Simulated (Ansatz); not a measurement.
# H5OSbSi: inversion of the pyramid at Sb3

Wanted: the energy profile along the inversion of the pyramid at Sb3, from relaxed end points and a band of images. SMILES of the start: O[SiH2][SbH2].

Method: RKS LDA/def2-mTZVP, in Ansatz 0.2.0.

## 1. The structure to begin with

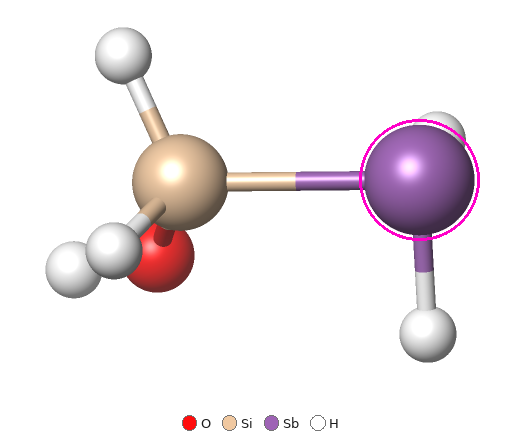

The starting structure, seen from a free direction (oxygen red, silicon light orange, antimony purple, hydrogen white). Ringed: Sb3.

Structure file:

```xyz
8

O    -1.0642   -0.1254   -0.9171
Si   -0.0991    0.8189   -0.0098
Sb    1.4497   -0.8158    1.1390
H    -1.7557    0.2413   -1.4644
H     0.5897    1.7771   -0.8765
H    -0.9222    1.6057    0.9106
H     1.6510   -1.6773   -0.2973
H     0.1508   -1.8244    1.5155
```

## 2. Relaxing end A

Contents of input.yaml:

```yaml
crystal:
  periodic: [false, false, false]
  atoms:
    - { symbol: O, position_ang: [-1.0642, -0.12544, -0.91711] }
    - { symbol: Si, position_ang: [-0.09912, 0.81886, -0.00979] }
    - { symbol: Sb, position_ang: [1.44974, -0.81581, 1.13899] }
    - { symbol: H, position_ang: [-1.75575, 0.24127, -1.46444] }
    - { symbol: H, position_ang: [0.5897, 1.77711, -0.87646] }
    - { symbol: H, position_ang: [-0.92216, 1.60572, 0.91059] }
    - { symbol: H, position_ang: [1.65102, -1.67729, -0.29725] }
    - { symbol: H, position_ang: [0.15077, -1.82443, 1.51547] }
basis:
  gaussian: { orbitals: def2-mTZVP }
hamiltonian:
  xc: lda
relax:
  f_tol: 0.015
  max_steps: 40
```

Run with:

```sh
> ansatz run input.yaml --threads 2 --pin off --max-ram 3072MiB --backend cpu --events-out ev --progress --plain --runs-dir out
```

The log of the run, cut to the lines that bear on the results:

```text
Warning: RAYON_NUM_THREADS=2 ignored (pool sized by the plan → 2); use --threads N
[...]
Functional definition: SPW92
[...]
958 factors; their error is unknown
[...]
mean field -16487.94194071 eV, -605.9206903928 hartree, gradient 2.9e-5 eV, S^2 0.000000; 0 other end points of the search recorded, 0 dependent functions left out
[...]
reference -16487.94198046 eV, -605.9206918534 hartree; 25, 25 occupied and 72, 72 virtual orbitals, 958 factors
relax step   1: F+E_penalty+E_count = -16487.94194071 eV  Δ(F+E_penalty+E_count) = +0.000e0 eV  max|allowed force component| = 1.116e0 eV/Å  Δτ_max = 0.0000 Å  (27 SCF iters, accepted)
[...]
relax step   5: F+E_penalty+E_count = -16488.06916023 eV  Δ(F+E_penalty+E_count) = -7.712e-3 eV  max|allowed force component| = 5.388e-2 eV/Å  Δτ_max = 0.0298 Å  (29 SCF iters, accepted)
[...]
relax step   6: F+E_penalty+E_count = -16488.06958490 eV  Δ(F+E_penalty+E_count) = -4.247e-4 eV  max|allowed force component| = 1.314e-2 eV/Å  Δτ_max = 0.0082 Å  (29 SCF iters, accepted)
958 factors; their error is unknown
[...]
mean field -16488.06958490 eV, -605.9253812301 hartree, gradient 2.4e-5 eV, S^2 0.000000; 1 other end points of the search recorded, 0 dependent functions left out
[...]
reference -16488.06962516 eV, -605.9253827095 hartree; 25, 25 occupied and 72, 72 virtual orbitals, 958 factors
Total energy: -16488.06962516 eV, -605.9253827095 hartree
Atom 0 at    -1.141327    -0.155883    -0.981337 Å, force    -0.003815     0.013135    -0.001767 eV/Å
Atom 1 at    -0.129299     0.763075    -0.040754 Å, force    -0.012539    -0.003744    -0.010829 eV/Å
Atom 2 at     1.485296    -0.789259     1.174436 Å, force    -0.003112    -0.003477    -0.001689 eV/Å
Atom 3 at    -1.812582     0.320613    -1.505231 Å, force     0.004403    -0.005390     0.003416 eV/Å
Atom 4 at     0.655198     1.739228    -0.873366 Å, force     0.005132     0.001798    -0.001793 eV/Å
Atom 5 at    -0.900228     1.565009     0.971204 Å, force    -0.000361     0.001988     0.005868 eV/Å
Atom 6 at     1.699519    -1.643265    -0.307665 Å, force     0.007499    -0.001904     0.001262 eV/Å
Atom 7 at     0.143423    -1.799527     1.562713 Å, force     0.002793    -0.002407     0.005532 eV/Å
Dipole moment:    -0.117121     0.208770    -0.080611 e Å
```

Run time: 11 s. Hardware: 2 threads of Intel Xeon Platinum 8375C at 2.90GHz (Ice Lake), shared host; peak memory 0.14 GiB.

Relaxation path:

```tsv
step	energy from step 1 (eV)	largest force component (eV/Å)
1	0.0000	1.1165
2	-0.0321	0.6852
3	-0.1149	0.3118
4	-0.1195	0.2849
5	-0.1272	0.0539
6	-0.1276	0.0131
```

Step 1 is the start.

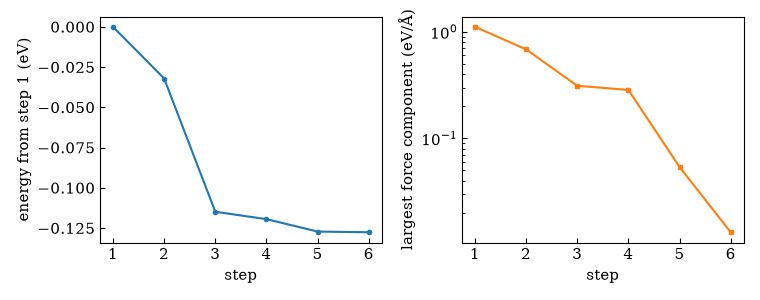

How energy and force went from step to step.

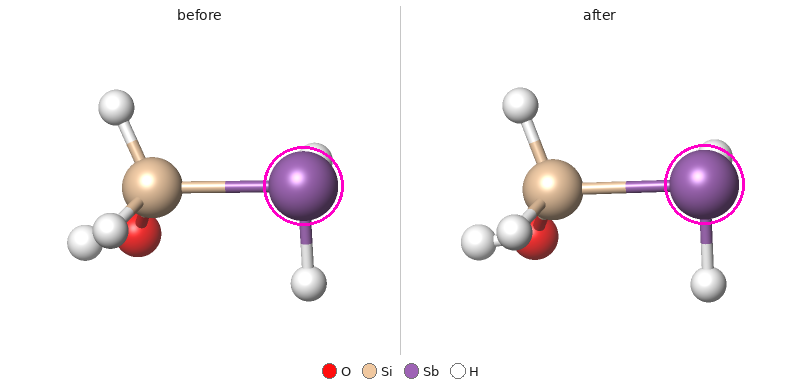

Before and after, at one scale.

After: Bond lengths: O1–Si2 1.659 Å, Si2–Sb3 2.548 Å, O1–H4 0.976 Å, Si2–H5 1.504 Å, Si2–H6 1.504 Å, Sb3–H7 1.724 Å, Sb3–H8 1.724 Å. Angles: O1–Si2–Sb3 108.6°, O1–Si2–H5 111.3°, O1–Si2–H6 111.4°, Sb3–Si2–H5 109.2°, Sb3–Si2–H6 109.2°, H5–Si2–H6 107.1°, Si2–O1–H4 117.0°, Si2–Sb3–H7 88.3°, Si2–Sb3–H8 88.4°, H7–Sb3–H8 90.0°.

## 3. Relaxing end B

The second end starts from a geometry with the move made by hand.

Edit input.yaml of step 2 so:

```diff
@@ -9,4 +9,4 @@
     - { symbol: H, position_ang: [-0.92216, 1.60572, 0.91059] }
-    - { symbol: H, position_ang: [1.65102, -1.67729, -0.29725] }
-    - { symbol: H, position_ang: [0.15077, -1.82443, 1.51547] }
+    - { symbol: H, position_ang: [2.78231, 0.15686, 0.78739] }
+    - { symbol: H, position_ang: [1.28243, 0.01031, 2.60046] }
 basis:
@@ -18 +18,3 @@
   max_steps: 40
+output:
+  orbitals: {}
```

Run with:

```sh
> ansatz run input.yaml --threads 2 --pin off --max-ram 3072MiB --backend cpu --events-out ev --progress --plain --runs-dir out
```

The log of the run, cut to the lines that bear on the results:

```text
Warning: RAYON_NUM_THREADS=2 ignored (pool sized by the plan → 2); use --threads N
[...]
[... 1 set-up line as earlier in the session ...]
[...]
958 factors; their error is unknown
[...]
mean field -16487.96971514 eV, -605.9217110842 hartree, gradient 2.6e-5 eV, S^2 0.000000; 0 other end points of the search recorded, 0 dependent functions left out
[...]
reference -16487.96975603 eV, -605.9217125869 hartree; 25, 25 occupied and 72, 72 virtual orbitals, 958 factors
relax step   1: F+E_penalty+E_count = -16487.96971514 eV  Δ(F+E_penalty+E_count) = +0.000e0 eV  max|allowed force component| = 1.239e0 eV/Å  Δτ_max = 0.0000 Å  (27 SCF iters, accepted)
[...]
relax step   6: F+E_penalty+E_count = -16488.06220375 eV  Δ(F+E_penalty+E_count) = +2.530e-4 eV  max|allowed force component| = 4.650e-2 eV/Å  Δτ_max = 0.0174 Å  (29 SCF iters, rejected (line search))
[...]
reference -16488.06277646 eV, -605.9251310244 hartree; 25, 25 occupied and 72, 72 virtual orbitals, 958 factors
Total energy: -16488.06277646 eV, -605.9251310244 hartree
Atom 0 at    -1.087898    -0.170572    -0.942001 Å, force     0.000275    -0.001977    -0.000249 eV/Å
Atom 1 at    -0.114144     0.814689    -0.022912 Å, force     0.001224     0.002127     0.001640 eV/Å
Atom 2 at     1.457886    -0.828680     1.147628 Å, force    -0.000146     0.000064     0.000995 eV/Å
Atom 3 at    -1.775228     0.260626    -1.482852 Å, force    -0.000636     0.000341    -0.000986 eV/Å
Atom 4 at     0.635213     1.789293    -0.887419 Å, force    -0.000277     0.000300     0.000387 eV/Å
Atom 5 at    -0.926199     1.606889     0.962957 Å, force     0.000108    -0.000397    -0.000154 eV/Å
Atom 6 at     2.809761     0.169610     0.762356 Å, force    -0.000560    -0.000572    -0.000756 eV/Å
Atom 7 at     1.263559     0.027024     2.631874 Å, force     0.000011     0.000112    -0.000878 eV/Å
Dipole moment:    -0.160986     0.158248    -0.120882 e Å
```

Run time: 11 s. Hardware: 2 threads of Intel Xeon Platinum 8375C at 2.90GHz (Ice Lake), shared host; peak memory 0.14 GiB.

Relaxation path:

```tsv
step	energy from step 1 (eV)	largest force component (eV/Å)
1	0.0000	1.2386
2	-0.0718	0.5399
3	-0.0871	0.2976
4x	-0.0865	0.2270
5	-0.0927	0.0356
6x	-0.0925	0.0465
7	-0.0930	0.0021
```

Step 1 is the start. 2 steps were tried and not accepted (marked x).

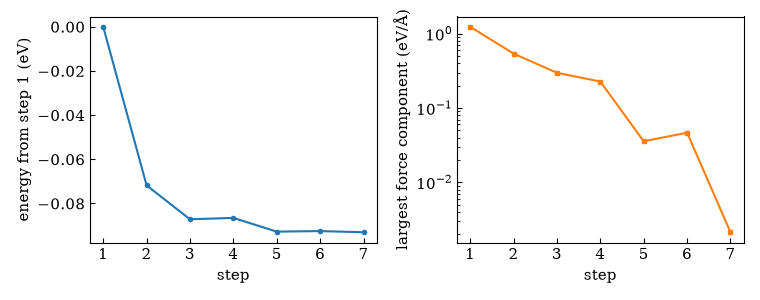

How energy and force went from step to step.

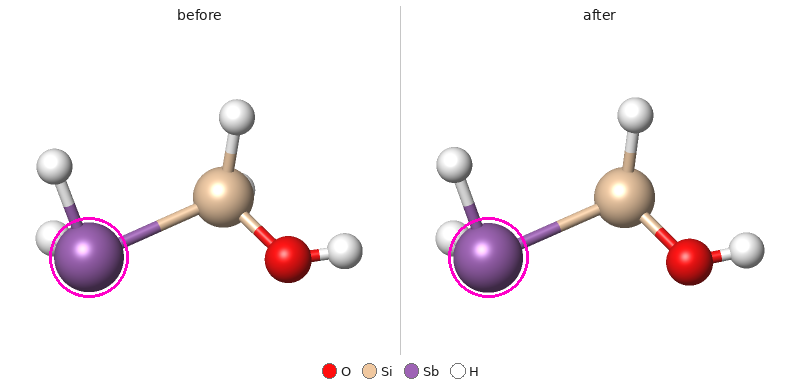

The structure before (left) and after (right), drawn at the same scale.

After: Bond lengths: O1–Si2 1.662 Å, Si2–Sb3 2.558 Å, O1–H4 0.975 Å, Si2–H5 1.503 Å, Si2–H6 1.503 Å, Sb3–H7 1.724 Å, Sb3–H8 1.724 Å. Angles: O1–Si2–Sb3 103.4°, O1–Si2–H5 111.0°, O1–Si2–H6 111.0°, Sb3–Si2–H5 111.9°, Sb3–Si2–H6 111.7°, H5–Si2–H6 107.8°, Si2–O1–H4 117.2°, Si2–Sb3–H7 90.4°, Si2–Sb3–H8 90.3°, H7–Sb3–H8 89.6°.

## 4. Nudged elastic band

crystal.atoms is end A as relaxed above, and neb.final_atoms is end B, turned to lie on A. With 9 inner images the band has 11 in all. The start path is listed, through a guess of the saddle.

Contents of input.yaml:

```yaml
crystal:
  periodic: [false, false, false]
  atoms:
    - { symbol: O, position_ang: [-1.141327, -0.155883, -0.981337] }
    - { symbol: Si, position_ang: [-0.129299, 0.763075, -0.040754] }
    - { symbol: Sb, position_ang: [1.485296, -0.789259, 1.174436] }
    - { symbol: H, position_ang: [-1.812582, 0.320613, -1.505231] }
    - { symbol: H, position_ang: [0.655198, 1.739228, -0.873366] }
    - { symbol: H, position_ang: [-0.900228, 1.565009, 0.971204] }
    - { symbol: H, position_ang: [1.699519, -1.643265, -0.307665] }
    - { symbol: H, position_ang: [0.143423, -1.799527, 1.562713] }
basis:
  gaussian: { orbitals: def2-mTZVP }
hamiltonian:
  xc: lda
neb:
  order_check: false
  images: 9
  f_tol: 0.05
  max_iterations: 60
  final_atoms:
    - { symbol: O, position_ang: [-1.47986097, 0.09267938, -1.24425046] }
    - { symbol: Si, position_ang: [-0.27375284, 0.51329795, -0.18027495] }
    - { symbol: Sb, position_ang: [0.74270396, -1.73745069, 0.48534508] }
    - { symbol: H, position_ang: [-2.00695338, 0.81675704, -1.62994358] }
    - { symbol: H, position_ang: [0.73523983, 1.41229541, -0.83792118] }
    - { symbol: H, position_ang: [-0.83372799, 1.24453486, 1.0074423] }
    - { symbol: H, position_ang: [2.32973899, -1.10124342, 0.26366158] }
    - { symbol: H, position_ang: [0.78661241, -1.24087952, 2.13594122] }
  initial_path:
    images:
      - { positions_ang: [[-1.141327, -0.155883, -0.981337], [-0.129299, 0.763075, -0.040754], [1.485296, -0.789259, 1.174436], [-1.812582, 0.320613, -1.505231], [0.655198, 1.739228, -0.873366], [-0.900228, 1.565009, 0.971204], [1.699519, -1.643265, -0.307665], [0.143423, -1.799527, 1.562713]] }
      - { positions_ang: [[-1.16277824, -0.13424878, -0.9978832], [-0.13439352, 0.73712733, -0.04681564], [1.41720388, -0.89775636, 1.1086701], [-1.82634411, 0.35189369, -1.51426099], [0.65673577, 1.70736863, -0.8651191], [-0.89078786, 1.53480683, 0.96736254], [1.8073149, -1.56612141, -0.33343529], [0.13304917, -1.73307893, 1.68148158]] }
      - { positions_ang: [[-1.18422947, -0.11261456, -1.01442941], [-0.13948804, 0.71117966, -0.05287728], [1.34911176, -1.00625371, 1.0429042], [-1.84010621, 0.38317438, -1.52329098], [0.65827355, 1.67550925, -0.8568722], [-0.88134771, 1.50460465, 0.96352108], [1.9151108, -1.48897782, -0.35920558], [0.12267534, -1.66663085, 1.80025016]] }
      - { positions_ang: [[-1.20568071, -0.09098034, -1.03097561], [-0.14458256, 0.68523199, -0.05893892], [1.28101963, -1.11475107, 0.9771383], [-1.85386832, 0.41445507, -1.53232096], [0.65981132, 1.64364988, -0.8486253], [-0.87190757, 1.47440248, 0.95967962], [2.02290669, -1.41183424, -0.38497588], [0.11230151, -1.60018278, 1.91901874]] }
      - { positions_ang: [[-1.22713195, -0.06934612, -1.04752181], [-0.14967708, 0.65928432, -0.06500056], [1.21292751, -1.22324842, 0.91137241], [-1.86763042, 0.44573576, -1.54135095], [0.66134909, 1.61179051, -0.8403784], [-0.86246742, 1.4442003, 0.95583816], [2.13070259, -1.33469065, -0.41074617], [0.10192768, -1.53373471, 2.03778732]] }
      - { positions_ang: [[-1.24858319, -0.04771189, -1.06406801], [-0.15477159, 0.63333666, -0.0710622], [1.14483539, -1.33174578, 0.84560651], [-1.88139253, 0.47701645, -1.55038094], [0.66288687, 1.57993113, -0.8321315], [-0.85302728, 1.41399813, 0.9519967], [2.23849849, -1.25754706, -0.43651646], [0.09155385, -1.46728663, 2.15655591]] }
      - { positions_ang: [[-1.29483874, -0.01963364, -1.1001045], [-0.17856784, 0.60932891, -0.09290475], [1.0644091, -1.41288676, 0.77355422], [-1.9065047, 0.54496457, -1.56629347], [0.67735746, 1.54640399, -0.83328944], [-0.84916742, 1.38010547, 0.96308582], [2.25674659, -1.22628633, -0.29648085], [0.23056556, -1.42200521, 2.15243297]] }
      - { positions_ang: [[-1.3410943, 0.00844461, -1.13614099], [-0.20236409, 0.58532117, -0.1147473], [0.98398282, -1.49402774, 0.70150194], [-1.93161687, 0.61291268, -1.582206], [0.69182805, 1.51287684, -0.83444737], [-0.84530756, 1.34621282, 0.97417494], [2.27499469, -1.1950256, -0.15644524], [0.36957727, -1.37672379, 2.14831003]] }
      - { positions_ang: [[-1.38734986, 0.03652287, -1.17217748], [-0.22616034, 0.56131343, -0.13658985], [0.90355653, -1.57516872, 0.62944965], [-1.95672904, 0.6808608, -1.59811852], [0.70629865, 1.4793497, -0.83560531], [-0.8414477, 1.31232017, 0.98526406], [2.29324279, -1.16376487, -0.01640964], [0.50858898, -1.33144237, 2.14418709]] }
      - { positions_ang: [[-1.43360542, 0.06460112, -1.20821397], [-0.24995659, 0.53730569, -0.1584324], [0.82313025, -1.65630971, 0.55739736], [-1.98184121, 0.74880892, -1.61403105], [0.72076924, 1.44582255, -0.83676325], [-0.83758785, 1.27842751, 0.99635318], [2.31149089, -1.13250415, 0.12362597], [0.6476007, -1.28616094, 2.14006416]] }
      - { positions_ang: [[-1.47986097, 0.09267938, -1.24425046], [-0.27375284, 0.51329795, -0.18027495], [0.74270396, -1.73745069, 0.48534508], [-2.00695338, 0.81675704, -1.62994358], [0.73523983, 1.41229541, -0.83792118], [-0.83372799, 1.24453486, 1.0074423], [2.32973899, -1.10124342, 0.26366158], [0.78661241, -1.24087952, 2.13594122]] }
```

Run with:

```sh
> ansatz run input.yaml --threads 2 --pin off --max-ram 3072MiB --backend cpu --events-out ev --progress --plain --runs-dir out
```

The log of the run, cut to the lines that bear on the results:

```text
Warning: RAYON_NUM_THREADS=2 ignored (pool sized by the plan → 2); use --threads N
[...]
[... 1 set-up line as earlier in the session ...]
[...]
958 factors; their error is unknown
[...]
mean field -16488.06958709 eV, -605.9253813107 hartree, gradient 3.9e-5 eV, S^2 0.000000; 0 other end points of the search recorded, 0 dependent functions left out
[...]
reference -16488.06962739 eV, -605.9253827915 hartree; 25, 25 occupied and 72, 72 virtual orbitals, 958 factors
958 factors; their error is unknown
[...]
mean field -16488.06273727 eV, -605.9251295845 hartree, gradient 3.9e-5 eV, S^2 0.000000; 0 other end points of the search recorded, 0 dependent functions left out
[...]
reference -16488.06277862 eV, -605.9251311039 hartree; 25, 25 occupied and 72, 72 virtual orbitals, 958 factors
NEB end point (image 0): max|allowed force component| = 1.313e-2 eV/Å (the criterion of neb.relax_end_points is 1.000e-2)
[...]
NEB iter  10: max|band force component| = 4.794e-2 eV/Å  barrier→ = 1.4463 eV  barrier← = 1.4394 eV  CI = image 6  Δτ_max = 0.0000 Å  (508 SCF iters)
Total energy: -16486.62333540 eV, -605.8722325414 hartree
Atom 0 at    -1.481520     0.086525    -1.219184 Å, force    -0.022849    -0.014094    -0.014246 eV/Å
Atom 1 at    -0.336977     0.713094    -0.209227 Å, force     0.035963     0.011090     0.032842 eV/Å
Atom 2 at     1.019695    -1.062147     0.764374 Å, force     0.001372    -0.004473     0.000951 eV/Å
Atom 3 at    -2.044746     0.716425    -1.711036 Å, force     0.009880     0.003352    -0.001260 eV/Å
Atom 4 at     0.633637     1.584862    -0.941022 Å, force    -0.012216     0.000774    -0.005877 eV/Å
Atom 5 at    -0.947216     1.406173     0.967316 Å, force    -0.003857    -0.003605    -0.006421 eV/Å
Atom 6 at     2.451254    -1.639832     0.118259 Å, force    -0.007547     0.002112    -0.001165 eV/Å
Atom 7 at     0.705874    -1.805110     2.230519 Å, force    -0.000746     0.004844    -0.004824 eV/Å
Dipole moment:    -0.137140     0.277240    -0.115743 e Å
this run last wrote the band of iteration 10 to <dir>
```

Run time: 2.1 min. Hardware: 2 threads of Intel Xeon Platinum 8375C at 2.90GHz (Ice Lake), shared host; peak memory 0.15 GiB.

(Part 1 of 2 ends here.)
